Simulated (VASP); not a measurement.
Shape and ions are relaxed at each volume.

Energy against volume of MnO$_{2}$ (rutile). Computed with vdW-DF-cx, VASP's PBE PAW potentials (set 64) (plane waves; VASP).

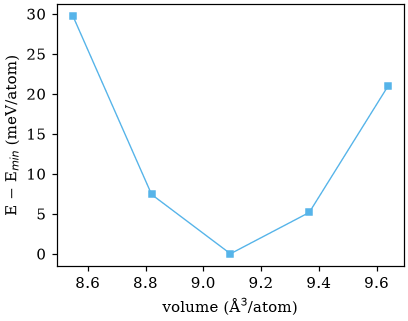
Figure: Energy against volume

**Question.** Estimate the equilibrium volume and the bulk modulus.

**Answer.** The minimum lies near 9.1 Å³/atom, and the curvature gives B0 of about 240 GPa.

The compound is MnO2 in the rutile structure. It was relaxed first.
